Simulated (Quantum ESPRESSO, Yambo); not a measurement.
# Quasiparticle gap of AlN (P6_3mc) in Yambo, part 2 of 2

Wanted: ground state, empty states, screening and self-energy for AlN (P6_3mc).

Quantum ESPRESSO 7.5 and Yambo 5.3.0; PBE and many-body steps on it, plane waves. Known limits of the many-body steps: not at the basis limit; coarse k mesh.

So far. Step 2 (Ground state): The gap is direct, at Γ. Step 3 (Bands along the symmetry lines): The gap is 4.221 eV, as in the run before at this level.

The database entry behind the starting cell differs from later determinations by our own check (inner coordinate u about 0.002 short), so it need not match the best structure at ambient conditions.

## (4) Empty states on the mesh, 3×3×4 mesh, 69 bands

Level of this step: DFT, PBE, plane waves, norm-conserving pseudopotentials (Quantum ESPRESSO).

The sums over transitions need many empty states on a uniform mesh; this step solves for them.

File pw.in:

```
&control
  calculation = 'nscf'
  prefix = 'x'
  outdir = 'o'
  pseudo_dir = 'pseudo'
/
&system
  ibrav = 0
  nat = 4
  ntyp = 2
  ecutwfc = 72.0
  nbnd = 69
  force_symmorphic = .true.
/
&electrons
  conv_thr = 1e-9
  electron_maxstep = 80
  diago_full_acc = .true.
  diago_thr_init = 5e-6
/
ATOMIC_SPECIES
  Al 26.982 Al.upf
  N 14.007 N.upf
CELL_PARAMETERS angstrom
  3.1130000000 -0.0000000000 0.0000000000
  -1.5565000000 2.6959370820 0.0000000000
  0.0000000000 0.0000000000 4.9810000000
ATOMIC_POSITIONS crystal
  Al 0.3333333333 0.6666666667 0.0000000000
  Al 0.6666666667 0.3333333333 0.5000000000
  N 0.3333333333 0.6666666667 0.3800000000
  N 0.6666666667 0.3333333333 0.8800000000
K_POINTS automatic
  3 3 4 0 0 0
```

Launch:

```bash
$ OMP_NUM_THREADS=1 mpirun -n 8 pw.x -nk 4 -in pw.in > pw.out
```

Output:

```text
[banner, memory and clock lines left out]
Program PWSCF v.7.5 starts

     Atomic positions and unit cell read from directory:
     o/x.save/

     Message from routine setup:
     using ibrav=0 with symmetry is DISCOURAGED, use correct ibrav instead

     bravais-lattice index     =            0
     lattice parameter (alat)  =       5.8827  a.u.
     unit-cell volume          =     282.0993 (a.u.)^3
     number of atoms/cell      =            4
     number of atomic types    =            2
     number of electrons       =        16.00
     number of Kohn-Sham states=           69
     kinetic-energy cutoff     =      72.0000  Ry
     charge density cutoff     =     288.0000  Ry
     Exchange-correlation= PBE
                           (   1   4   3   4   0   0   0)

     celldm(1)=   5.882717  celldm(2)=   0.000000  celldm(3)=   0.000000
     celldm(4)=   0.000000  celldm(5)=   0.000000  celldm(6)=   0.000000

     crystal axes: (cart. coord. in units of alat)
               a(1) = (   1.000000  -0.000000   0.000000 )
               a(2) = (  -0.500000   0.866025   0.000000 )
               a(3) = (   0.000000   0.000000   1.600064 )

     reciprocal axes: (cart. coord. in units 2 pi/alat)
               b(1) = (  1.000000  0.577350 -0.000000 )
               b(2) = (  0.000000  1.154701 -0.000000 )
               b(3) = ( -0.000000 -0.000000  0.624975 )
     Pseudo is Norm-conserving + core correction, Zval =  3.0
     Generated using ONCVPSP code by D. R. Hamann
     Using radial grid of 1876 points,  6 beta functions with:
     Pseudo is Norm-conserving + core correction, Zval =  5.0
     Generated using ONCVPSP code by D. R. Hamann
     Using radial grid of 1058 points,  4 beta functions with:
     Al                3.00    26.98200     Al( 1.00)
     N                 5.00    14.00700     N ( 1.00)

      6 Sym. Ops. (no inversion) found

   Cartesian axes

     site n.     atom                  positions (alat units)
         1        Al     tau(   1) = (  -0.0000000   0.5773503   0.0000000  )
         2        Al     tau(   2) = (   0.5000000   0.2886751   0.8000321  )
         3        N      tau(   3) = (  -0.0000000   0.5773503   0.6080244  )
         4        N      tau(   4) = (   0.5000000   0.2886751   1.4080565  )

     number of k points=    10
                       cart. coord. in units 2pi/alat
        k(    1) = (   0.0000000   0.0000000   0.0000000), wk =   0.0555556
        k(    2) = (   0.0000000   0.0000000   0.1562437), wk =   0.1111111
        k(    3) = (   0.0000000   0.0000000  -0.3124875), wk =   0.0555556
[...]
k(    9) = (   0.3333333   0.5773503  -0.3124875), wk =   0.1111111
        k(   10) = (   0.0000000  -0.3849002   0.1562437), wk =   0.3333333

     Dense  grid:    23187 G-vectors     FFT dimensions: (  32,  32,  54)

     The potential is recalculated from file :
     o/x.save/charge-density

     Starting wfcs are   16 randomized atomic wfcs +   53 random wfcs

     Band Structure Calculation

     End of band structure calculation

          k = 0.0000 0.0000 0.0000 (  2863 PWs)   bands (ev):

    -8.0385  -5.8877   1.1322   6.2756   6.2756   6.9268   6.9268   7.1067
    11.3272  13.7824  17.6990  18.2976  18.2976  20.2844  20.2886  20.2886
    21.6418  21.6418  21.9213  24.4378  24.4378  26.5454  29.5081  29.8483
[...]
70.6187  70.6188  70.6938  70.6938  72.5978

          k = 0.0000 0.0000 0.1562 (  2893 PWs)   bands (ev):

[...]
70.3703  70.3703  71.7215  71.7215  72.5534

          k = 0.0000 0.0000-0.3125 (  2858 PWs)   bands (ev):

[...]
55.9201  55.9201  57.8163  57.8163  61.7766  61.7766  64.7753  64.7753
    65.8752  65.8752  65.8752  65.8752  67.4600  67.4600  67.4600  67.4600
    70.8077  70.8077  71.3464  71.3464  73.1164

          k = 0.0000 0.3849 0.0000 (  2892 PWs)   bands (ev):

     [... further k-points ...]

     highest occupied, lowest unoccupied level (ev):     7.1067   11.3272

     XML data file, pseudopotentials, collected wavefunctions
```

Run time: 2.7 s. Hardware: 8 MPI ranks of Arm Neoverse V2, shared host; peak memory 0.41 GiB; 21 s of CPU time.

This step gave:

| Item | Value |
| --- | --- |
| gap | 4.221 eV |
| k of the valence top | 0, 0, 0 |
| k of the conduction bottom | 0, 0, 0 |
| least direct gap | 4.221 eV |
| k points computed | 10 |
| lowest point of the top converged band, above the valence top | 63.2687 eV |

On this mesh the gap is 4.221 eV.

## (5) Conversion and set-up

This step: Yambo 5.3.0; conversion and set-up on PBE, plane waves, norm-conserving pseudopotentials.

The states are converted to the many-body program's format and the q mesh is built.

Launch:

```bash
$ (cd o/x.save; p2y > p2y.log; mv SAVE ../..); yambo > setup.log
```

Output:

```text
 Yambo, version 5.3.0

 [02] CORE Variables Setup
 =========================

  [02.01] Unit cells
  ==================

  Cell kind             :  HCP
  Atoms in the cell     :  Al  N
  number of Al atoms    :  2
  number of N  atoms    :  2

  List of atomic masses
  Mass of Al    :  26.98200
  Mass of N     :  14.00700

  List of atomic coordinates    : [cc]
  Al1       : -0.29414E-09   3.3964       0.0000      order 1
  Al2       :  2.941359  1.698194  4.706363  order 2
  N1       : -0.29414E-09   3.3964       3.5768      order 3
  N2       :  2.941359  1.698194  8.283199  order 4

  Alat factors          :  5.882717  5.094583  9.412726 [a.u.]
  Direct lattice volume :  282.0993 [a.u.]
  Direct lattice vectors:  A[ 1 ]  A[ 2 ]  A[ 3 ]
   A[ 1 ]:  1.000000 -0.000000  0.000000  [iru]
   5.882717 -0.000000  0.000000  [cc]
   A[ 2 ]: -0.500000  1.000000  0.000000  [iru]
  -2.941359  5.094583  0.000000  [cc]
   A[ 3 ]:  0.000000  0.000000  1.000000  [iru]
   0.000000  0.000000  9.412726  [cc]

  Recip. lattice volume :  0.879301 [a.u.]
  Recip. lattice vectors:  B[ 1 ]  B[ 2 ]  B[ 3 ]
   B[ 1 ]:  1.000000  0.500000  0.000000  [iku]
   1.068075  0.616654 -0.000000  [cc]
   B[ 2 ]:  0.000000  1.000000  0.000000  [iku]
   0.000000  1.233307 -0.000000  [cc]
   B[ 3 ]:  0.000000  0.000000  1.000000  [iku]
  -0.000000 -0.000000  0.667520  [cc]

  [02.02] Symmetries
  ==================

  Inversion symmetry    : yes
  Spatial inversion     : no
  Inversion index       :   7
  K-space Time-reversal : yes
  Magnetic symmetries   : no
  Time-reversal derived K-space symmetries:   7  12
  Group table correct   : yes
  Symmetries units      :  [cc]

   [S  1]:   1.0000       0.0000       0.0000     -0.10606E-18   1.0000       0.0000       0.0000       0.0000       1.0000
   [S  2]: -0.500000  0.866025  0.000000 -0.866025 -0.500000  0.000000  0.000000  0.000000  1.000000
   [S  3]: -0.500000 -0.866025  0.000000  0.866025 -0.500000  0.000000  0.000000  0.000000  1.000000
   [S  4]:  -1.0000       0.0000       0.0000      0.10606E-18   1.0000       0.0000       0.0000       0.0000       1.0000
   [S  5]:  0.500000  0.866025  0.000000  0.866025 -0.500000  0.000000  0.000000  0.000000  1.000000
   [S  6]:  0.500000 -0.866025  0.000000 -0.866025 -0.500000  0.000000  0.000000  0.000000  1.000000
   [S* 7]:  -1.0000      -0.0000      -0.0000      0.10606E-18  -1.0000      -0.0000      -0.0000      -0.0000      -1.0000
   [S* 8]:  0.500000 -0.866025 -0.000000  0.866025  0.500000 -0.000000 -0.000000 -0.000000 -1.000000
   [S* 9]:  0.500000  0.866025 -0.000000 -0.866025  0.500000 -0.000000 -0.000000 -0.000000 -1.000000
   [S*10]:   1.0000      -0.0000      -0.0000     -0.10606E-18  -1.0000      -0.0000      -0.0000      -0.0000      -1.0000
   [S*11]: -0.500000 -0.866025 -0.000000 -0.866025  0.500000 -0.000000 -0.000000 -0.000000 -1.000000
[...]
K_min[ 3 ] :  0.33333      0.23545E-11   0.0000     [rlu]
  Grid dimensions      :   4   3   3
  K lattice UC volume  :  0.024425 [a.u.]

  IBZ K-points                                      :  10
  BZ  K-points                                      :   36

  K/Q-points units:
  rlu = crystal or reduced units; cc = cartesian coordinates; iku = interal k-units

  K [ 1]         [rlu]:  0.000000  0.000000  0.000000
         WF components:  2863
  K [ 2]         [rlu]:  0.000000  0.000000  0.250000
         WF components:  2893
  K [ 3]         [rlu]:  0.000000  0.000000 -0.500000
         WF components:  2858
[...]
K [ 8]         [rlu]:  0.333333  0.333333  0.250000
[...]
K [ 9]         [rlu]:  0.333333  0.333333 -0.500000
         WF components:  2934
  K [10]         [rlu]:  0.000000 -0.333333  0.250000
         WF components:  2910

  [02.05] Energies & Occupations
  ==============================

  [X] === General ===
  [X] Electronic Temperature                        :  0.000000  0.000000 [eV K]
  [X] Bosonic    Temperature                        :  0.000000  0.000000 [eV K]
  [X] Finite Temperature mode                       : no
  [X] El. density                                   :  0.38275E+24 [cm-3]
  [X] Fermi Level                                   :  7.106654 [eV]

  [X] === Gaps and Widths ===
  [X] Conduction Band Min                           :  4.220514 [eV]
  [X] Valence Band Max                              :  0.000000 [eV]
  [X] Filled Bands                                  :   8
  [X] Empty Bands                                   :    9   69
  [X] Direct Gap                                    :  4.220514 [eV]
  [X] Direct Gap localized at k                     :  1
  [X] Indirect Gap                                  :  4.220514 [eV]
  [X] Indirect Gap between kpts                     :  1  1
  [X] Last valence band width                       :  2.371267 [eV]
  [X] 1st conduction band width                     :  3.218768 [eV]

  E @ K [ 1]:  [eV]
  -15.14520 -12.99438  -5.97442  -0.83104  -0.83104  -0.17988  -0.17988   0.00000
[...]
occ @ K [ 1]
[...]
E @ K [ 2]:  [eV]
[...]
occ @ K [ 2]
[...]
E @ K [ 3]:  [eV]
[...]
occ @ K [ 3]
[...]
E @ K [ 8]:  [eV]
[...]
occ @ K [ 8]
[...]
E @ K [ 9]:  [eV]
[...]
occ @ K [ 9]
[...]
E @ K [10]:  [eV]
[...]
occ @ K [10]
   2.000000  2.000000  2.000000  2.000000  2.000000  2.000000  2.000000  2.000000
   0.000000  0.000000  0.000000  0.000000  0.000000  0.000000  0.000000  0.000000

 [03] Transferred momenta grid and indexing
 ==========================================

 IBZ Q-points                                      :  10
 BZ  Q-points                                      :   36

 K/Q-points units:
 rlu = crystal or reduced units; cc = cartesian coordinates; iku = interal k-units

 Q [ 1]         [rlu]:  0.000000  0.000000  0.000000
 Q [ 2]         [rlu]:  0.000000  0.000000  0.250000
 Q [ 3]         [rlu]:  0.000000  0.000000 -0.500000
[...]
Q [ 8]         [rlu]:  0.333333  0.333333  0.250000
 Q [ 9]         [rlu]:  0.333333  0.333333 -0.500000
 Q [10]         [rlu]:  0.40821E-19 -0.33333      0.25000

  [03.01] X indexes
  =================

   [03.01.01] Sigma indexes
   ========================

 [06] Game Over & Game summary
```

Run time: 1.9 s. Hardware: 1 MPI rank; peak memory 0.23 GiB.

## (6) Screening and self-energy, 3×3×4 mesh, 69 bands, screening to 129.3 eV

Now the one-shot GW correction: screening in the RPA, then the self-energy of the levels asked for.

This step: G0W0 on PBE, plane waves, norm-conserving pseudopotentials.

File gw1.in:

```
HF_and_locXC
gw0
dyson
ppa
em1d
rim_cut
RandQpts= 1000000
RandGvec= 1 RL
EXXRLvcs= 72 Ry
VXCRLvcs= 288 Ry
Chimod= "HARTREE"
% BndsRnXp
 1 | 69 |
%
NGsBlkXp= 9.5 Ry
% LongDrXp
 1 | 1 | 1 |
%
% GbndRnge
 1 | 69 |
%
DysSolver= "n"
ExtendOut
PPAPntXp= 27.21138 eV
% QPkrange
 1 | 1 | 7 | 10 |
%
```

Launch:

```bash
$ OMP_NUM_THREADS=1 mpirun -n 8 yambo -F gw1.in -J gw1 -C gw1 > gw1.log
```

Output:

```text
 Yambo, version 5.3.0

 [02] CORE Variables Setup
 =========================

  [... cell, symmetries and grids as in the set-up ...]

  [02.05] Energies & Occupations
  ==============================

  [X] === General ===
  [X] Electronic Temperature                        :  0.000000  0.000000 [eV K]
  [X] Bosonic    Temperature                        :  0.000000  0.000000 [eV K]
  [X] Finite Temperature mode                       : no
  [X] El. density                                   :  0.38275E+24 [cm-3]
  [X] Fermi Level                                   :  7.106654 [eV]

  [X] === Gaps and Widths ===
  [X] Conduction Band Min                           :  4.220514 [eV]
  [X] Valence Band Max                              :  0.000000 [eV]
  [X] Filled Bands                                  :   8
  [X] Empty Bands                                   :    9   69
  [X] Direct Gap                                    :  4.220514 [eV]
  [X] Direct Gap localized at k                     :  1
  [X] Indirect Gap                                  :  4.220514 [eV]
  [X] Indirect Gap between kpts                     :  1  1
  [X] Last valence band width                       :  2.371267 [eV]
  [X] 1st conduction band width                     :  3.218768 [eV]

 [03] Transferred momenta grid and indexing
 ==========================================

 IBZ Q-points                                      :  10
 BZ  Q-points                                      :   36

 K/Q-points units:
 rlu = crystal or reduced units; cc = cartesian coordinates; iku = interal k-units

 Q [ 1]         [rlu]:  0.000000  0.000000  0.000000
 Q [ 2]         [rlu]:  0.000000  0.000000  0.250000
 Q [ 3]         [rlu]:  0.000000  0.000000 -0.500000
 Q [ 4]         [rlu]: -0.40821E-19  0.33333       0.0000
 Q [ 5]         [rlu]: -0.40821E-19  0.33333      0.25000
 Q [ 6]         [rlu]: -0.40821E-19  0.33333     -0.50000
 Q [ 7]         [rlu]:  0.333333  0.333333  0.000000
 Q [ 8]         [rlu]:  0.333333  0.333333  0.250000
 Q [ 9]         [rlu]:  0.333333  0.333333 -0.500000
 Q [10]         [rlu]:  0.40821E-19 -0.33333      0.25000

 [04] Coloumb potential Random Integration (RIM)
 ===============================================

  [04.01] RIM initialization
  ==========================

  * Diagonal components only detected *

  8 x (sBL volume)        :  0.195400 [a.u.]
  sBZ random points       :  1000000
  Points outside the sBZ  :   7994252
  RL volume               :  0.879301 [a.u.]
  Integrated volume       :  0.879933 [a.u.]

  [04.02] RIM integrals
  =====================

  Gamma point sphere radius             :  0.105259 [a.u.]
  Points outside the sphere             :   811608
  [Int_sBZ(q=0) 1/q^2]*(Vol_sBZ)^(-1/3) =:  7.236165
                                 should be <:  7.795600

  Summary of Coulomb integrals for non-metallic bands |Q|[au] RIM/Bare

  Q [1] 0.100000E-4 0.928237 * Q [2] 0.166880 0.646012
  Q [3] 0.333760 0.872534 * Q [4] 0.411102 1.143679
  Q [10] 0.443682 1.087027 * Q [5] 0.443682 1.086663
  Q [6] 0.529529 1.022105 * Q [7] 0.712050 1.044470
  Q [8] 0.731344 1.037865 * Q [9] 0.786391 1.024498

 [05] Dipoles
 ============

  [05.01] Setup: observables and procedures
  =========================================

  [WARNING] [x,Vnl] slows the Dipoles computation. To neglect it rename the ns.kb_pp file

 [06] Dynamic Dielectric Matrix (PPA)
 ====================================

 [SLK-Inversion]  Pools        :  2
 [SLK-Inversion]  BLACS grid   :  2  2

 [WR./gw1//ndb.pp]---------------------------------------------------------------
  Brillouin Zone Q/K grids (IBZ/BZ)                :   10   36   10   36
  RL vectors                                       :   3777 [WF]
  Coulomb cutoff potential                         : none
  Electronic Temperature                           :  0.000000 [K]
  Bosonic    Temperature                           :  0.000000 [K]
  PPA    diel. fun.  energies                      : Perdew, Burke & Ernzerhof(X)+Perdew, Burke & Ernzerhof(C)
  wavefunctions                                    : Perdew, Burke & Ernzerhof(X)+Perdew, Burke & Ernzerhof(C)
  Global Gauge                                     : length
  X matrix size                                    :  147
  X band range                                     :    1   69
  X e/h energy range                               : -1.000000 -1.000000 [eV]
  X Time ordering                                  : R
  X Hxc Kernel                                     : HARTREE
  X Drude frequency                                :  0.000000  0.000000
  X poles                                          :  100.0000 [o/o]
  RL vectors in the sum                            :   3777
  [r,Vnl] included                                 : yes
  Field direction                                  :  0.577350E-5  0.577350E-5  0.577350E-5
  BZ energy Double Grid                            : no
  BZ energy DbGd points                            : 0
  BZ Q point size factor                           : -1.000000
  X Optical Averaged directions                    : none

 [07] Local Exchange-Correlation + Non-Local Fock
 ================================================

 [VXC] Plane waves :  23187
 [EXS] Plane waves :  2875

 QP @ state[ 1 ] K range:  1  1
 QP @ state[ 1 ] b range:   7  10

 [xc] Functional : Perdew, Burke & Ernzerhof(X)+Perdew, Burke & Ernzerhof(C)
 [xc] LIBXC used to calculate xc functional
  PP Number of Atomic Species                      :  2
  NLCC RL compoments                               :  23187
  PP Number of Atomic Species                      :  2
  NLCC RL compoments                               :  23187

 [xc] E_xc :  -6.931594 [Ha]
      E_xc :  -13.86319 [Ry]

  Local XC kind (lXC) : Perdew, Burke & Ernzerhof(X)+Perdew, Burke & Ernzerhof(C)
  Non-Local XC kind (nlXC) : Hartree-Fock

  Corrections @ K [1] :  [eV]
 <7|nlXC|7> = -21.12487 -0.20294E-16 <7|lXC|7> = -16.99290 -0.11904E-24
 <8|nlXC|8> = -20.86448  0.18046E-16 <8|lXC|8> = -17.08523 -0.18882E-15
 <9|nlXC|9> = -7.867128 -0.86162E-18 <9|lXC|9> = -12.50474  0.27497E-20
 <10|nlXC|10> = -5.604892 -0.17567E-17 <10|lXC|10> = -10.79204  0.37762E-15

 [08] Dyson equation: Newton solver
 ==================================

  [08.01] G0W0 (W PPA)
  ====================

  [  GW  ] Bands range     :    1   69
  [GW/PPA] G damping       :  0.100000 [eV]

  QP @ state[ 1 ] K range:  1  1
  QP @ state[ 1 ] b range:   7  10

   Sc/G bands                                       :    1   69
   Sc/G damping                                     :  0.100000 ev
   Sc bands terminator                              : no
   Sx RL components                                 :  2875

   QP @ state[ 1 ] K range                          :  1  1
   QP @ state[ 1 ] b range                          :   7  10
   GF energies kind                                 : Perdew, Burke & Ernzerhof(X)+Perdew, Burke & Ernzerhof(C)
   GF WF`s kind                                     : Perdew, Burke & Ernzerhof(X)+Perdew, Burke & Ernzerhof(C)
   Xs energies kind                                 : Perdew, Burke & Ernzerhof(X)+Perdew, Burke & Ernzerhof(C)
   Xs WF`s kind                                     : Perdew, Burke & Ernzerhof(X)+Perdew, Burke & Ernzerhof(C)

 [11] Game Over & Game summary
```

The job ended after 9 s (8 MPI ranks; peak memory 2.5 GiB).

This step gave:

```yaml
g0w0_gap_on_the_points_computed: 5.458 eV
starting_gap_on_the_mesh: 4.221 eV
k_of_the_valence_top: 0, 0, 0
k_of_the_conduction_bottom: 0, 0, 0
least_direct_g0w0_gap_on_the_computed_points: 5.458 eV
z_at_the_valence_top: 0.7973
z_at_the_conduction_bottom: 0.8222
```

The gap on the mesh goes from 4.22 eV to 5.46 eV, a correction of +1.24 eV.

Limits: finite bands, cutoff and mesh; coarse k mesh. v1 is the top filled band, c1 the lowest empty one. The levels before and after the correction (eV, zero at the valence-band top of each column):

```csv
,conduction bottom,valence top
Kohn-Sham,4.22,0.00
G0W0,5.46,0.00
```

```csv
,level,energy (eV)
Kohn-Sham,Γ v2,-0.180
Kohn-Sham,Γ v1,0.000
Kohn-Sham,Γ c1,4.221
Kohn-Sham,Γ c2,6.676
G0W0,Γ v2,-0.269
G0W0,Γ v1,0.000
G0W0,Γ c1,5.458
G0W0,Γ c2,7.928
```

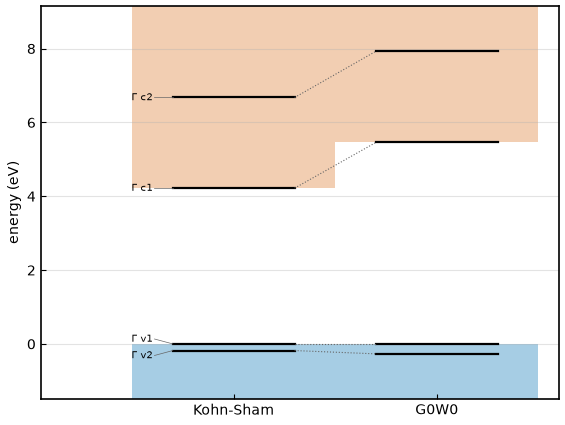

Levels before and after the correction. Shaded: valence and conduction bands.

## (7) Where the time went

Times are wall times on the hardware named with each run, good to a factor of about two.

```csv
step,time,share,memory (GiB)
ground state,3.3 s,17 %,0.44
bands along the symmetry lines,2.8 s,14 %,0.41
empty states on the mesh,2.7 s,14 %,0.41
conversion and set-up,1.9 s,9 %,0.23
screening and self-energy,9 s,46 %,2.5
```

## (8) Summary of results

| Item | Value |
| --- | --- |
| PBE gap | 4.22 eV, direct |
| G0W0 gap on the mesh | 5.46 eV |
| GW settings | 3×3×4 mesh, 69 bands, screening to 129.3 eV, Godby-Needs plasmon pole |
| known limits | not at the basis limit; coarse k mesh |

**Reading.** G0W0 moves the gap on the mesh from 4.22 eV to 5.46 eV (+1.24 eV), with Z of 0.80 and 0.82 at the edges. Only 1 of the mesh's irreducible points was corrected, so a valley elsewhere could overtake. The dearest step here is «screening and self-energy». Bands and cutoff are finite, so the gap is not at the basis limit. The miss can reach some tenths of an eV and take either sign; the mesh is an error of its own. In the G0W0 run levels were corrected at 1 k point alone, so a gap called «on the mesh» is the least over those, and an edge elsewhere would be missed. The 3×3×4 mesh is coarse for this cell, which bears on the long-range parts of exchange and screening.

[Paths, hosts, dates, memory and timing lines, banners, echoed tables and standing remarks are left out of the program output.]

[Logs are printed without paths, hosts, clocks, repeated set-up lines and the standing remarks that a program may print on its own settings, such as how far it seeks lower states.]

[Runs of the session that timed out or met a known fault of the program may be left out.]

[Hosts, paths, dates, database ids (printed as entryN), source tags and the programs' standing remarks are cut or masked in the printed files.]
